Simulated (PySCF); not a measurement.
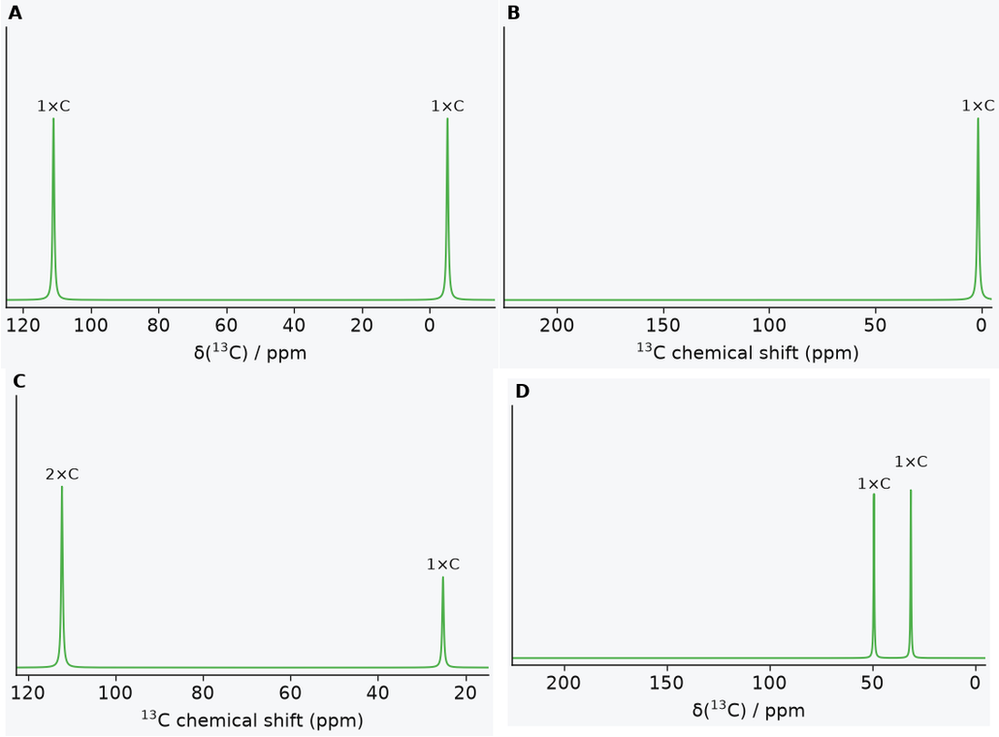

GIAO shifts, PBE0/def2-SVP in PySCF, at a PBE0-D3(BJ)/def2-SVP geometry (no frequency check), against TMS for ¹³C computed at the same level. Gas phase, fully decoupled, line heights follow the number of nuclei, widths are arbitrary (no quadrupolar broadening); values of one conformer, averaged over nuclei that symmetry, rotation about single bonds or inversion at nitrogen exchange, these motions taken as fast; other conformers aren't averaged in.

**Which panel belongs to which molecule?**
1. C₂H₉NOSi, SMILES CN[SiH2]OC
2. C₃H₃ClN₂Si, SMILES N#C[SiH](C#N)CCl
3. CH₉NOSi₂, SMILES C[Si@H](O)[SiH2]N
4. C₂H₆ClNSi₂, SMILES N#CC[SiH2][SiH2]Cl

A: 4 (111.0 (1 C), −5.2 (1 C) ppm)
B: 3 (1.6 (1 C) ppm)
C: 2 (112.2 (2 C), 25.1 (1 C) ppm)
D: 1 (49.2 (1 C), 31.3 (1 C) ppm)
